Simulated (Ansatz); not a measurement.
# Si2W (I4/mmm): test of the smearing width

How much does the smearing width move the energy of Si2W (I4/mmm)? Wanted for Si2W (I4/mmm): a test of the smearing width.

Computed with Ansatz 0.2.0 through its Python package. Level of theory: DFT PBE, plane waves, PAW.

## (1) Starting point

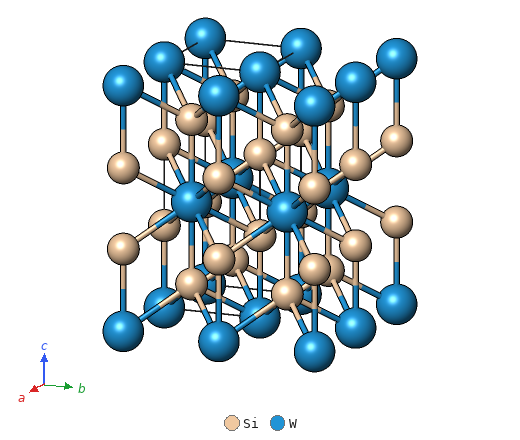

The starting structure, viewed slightly off an axis; silicon light orange, tungsten blue. 2×2×1 cells are drawn. The cell is the conventional one. Atoms on cell faces are repeated.

The script reads POSCAR_si2w:

```text
Si2W
1.0
  -1.60690000    1.60690000    3.91495000
   1.60690000   -1.60690000    3.91495000
   1.60690000    1.60690000   -3.91495000
Si W
2 1
Direct
   0.33470000    0.33470000    0.00000000
   0.66530000    0.66530000    0.00000000
   0.00000000    0.00000000    0.00000000
```

## (2) The script

File smear_si2w.py:

```python
'''How the energy of Si2W depends on the smearing.'''

import argparse
import csv

import ansatz as az
from ase.io import read

parser = argparse.ArgumentParser(description='How the energy of Si2W depends on the smearing.')
parser.add_argument('--xc', required=True, help='exchange-correlation functional')
parser.add_argument('--kgrid', type=int, nargs=3, required=True, help='k-point sampling')
args = parser.parse_args()

atoms = read('POSCAR_si2w', format='vasp')
si2w = az.Crystal.from_ase(atoms)

calculation = (
    si2w.calculation()
    .functional(args.xc)
    .kpoints(*args.kgrid, center='gamma')  # sampling of the Brillouin zone
    .stress()  # positive in compression
)

rows = []
for value in [0.3, 0.2, 0.1, 0.05]:
    summary = calculation.occupations('cold', width=value).run(threads=1).report
    rows.append((value, summary['free_energy_ev'] / len(summary['lattice']['sites']), summary['n_iterations'], sum(summary['stress_gpa'][i][i] for i in range(3)) / 3, summary['n_kpoints']))

with open('smear.csv', 'w', newline='') as handle:
    writer = csv.writer(handle)
    writer.writerow(['width (eV)', 'F/atom (eV)', 'iterations', 'P (GPa)', 'k-points'])
    writer.writerows([round(v, 5) if isinstance(v, float) else v for v in row] for row in rows)

# differences from the last row
for row in rows[:-1]:
    shift = 1000 * (row[1] - rows[-1][1])
    print(f'{row[0]}: {shift:+.2f} meV/atom' + ('  (within 1 meV)' if abs(shift) < 1 else ''))
```

## (3) The input behind the calls

The engine receives this input (first run):

```yaml
crystal:
  lattice:
    - [-1.6069, 1.6069, 3.91495]
    - [1.6069, -1.6069, 3.91495]
    - [1.6069, 1.6069, -3.91495]
  atoms:
    - { symbol: Si, position: [0.33469999999999994, 0.3347, 0.0] }
    - { symbol: Si, position: [0.6653, 0.6652999999999999, 0.0] }
    - { symbol: W, position: [0.0, 0.0, 0.0] }
kpoints:
  mp_grid:
    grid: [12, 12, 12]
    shift: [0.0, 0.0, 0.0]
hamiltonian:
  xc: pbe
scf:
  occupations:
    method: cold
    width: 0.3
output:
  stress: true
```

## (4) The run

The run is started by

```sh
$ python smear_si2w.py --xc pbe --kgrid 12 12 12
```

Log:

```text
DeckWarning: basis.ecutwfc = 420 eV, auto-derived from the records' recommended cutoffs: set by Si (normal level)
0.3: +1.17 meV/atom
0.2: +0.23 meV/atom  (within 1 meV)
0.1: -0.01 meV/atom  (within 1 meV)
```

(Warnings from the package without file and line.)

Wall time 22 s (1 thread of Arm Neoverse V1, shared host); peak memory 0.49 GiB.

File smear.csv afterwards:

```csv
width (eV),F/atom (eV),iterations,P (GPa),k-points
0.3,-3885.81712,5,3.23225,163
0.2,-3885.81807,5,3.25266,163
0.1,-3885.81831,5,3.27865,163
0.05,-3885.8183,5,3.2807,163
```

## (5) Inputs of later runs

The engine's inputs for the other runs:

Run 2, against run 1:

```diff
@@ -19 +19 @@
-    width: 0.3
+    width: 0.2
```

Run 3, against run 1:

```diff
@@ -19 +19 @@
-    width: 0.3
+    width: 0.1
```

Run 4, against run 1:

```diff
@@ -19 +19 @@
-    width: 0.3
+    width: 0.05
```

## (6) The engine's runs

One row for each of the 4 runs:

| run | width (eV) | energy from run 4 (meV/atom) | the same at zero width (meV/atom) | pressure (GPa) | SCF cycles | CPU time (s) |
| --- | --- | --- | --- | --- | --- | --- |
| 1 | 0.3 | 1.17 | 0.00 | 3.23 | 5 | 5.6 |
| 2 | 0.2 | 0.23 | -0.21 | 3.25 | 5 | 4.9 |
| 3 | 0.1 | -0.01 | -0.02 | 3.28 | 5 | 5 |
| 4 | 0.05 | 0.00 | 0.00 | 3.28 | 5 | 5 |

Energies are free energies F = E - TS of the smeared occupations. 

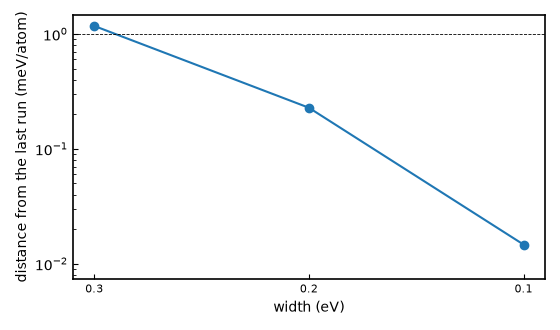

How far each run lies from the last one; the dashed line marks 1 meV/atom.

## (7) What came out

| quantity | value |
| --- | --- |
| runs compared | 4 |
| last run but one, from the last | -0.01 meV/atom |
| within 5 meV/atom of the last run from | 0.3 |

In words: Going from 0.05 to 0.3 eV changes F by +1.2 meV an atom. This scheme is built to cancel the term in the square of the width, so the shifts stay small and are partly the mesh's error. The pressure moves from 3.28 to 3.23 GPa. The run is spin-unpolarised. The narrowest width needs the finest mesh, so the last row is no converged reference. Pressure is positive in compression. Spin-orbit coupling, which matters for elements this heavy, is left out.
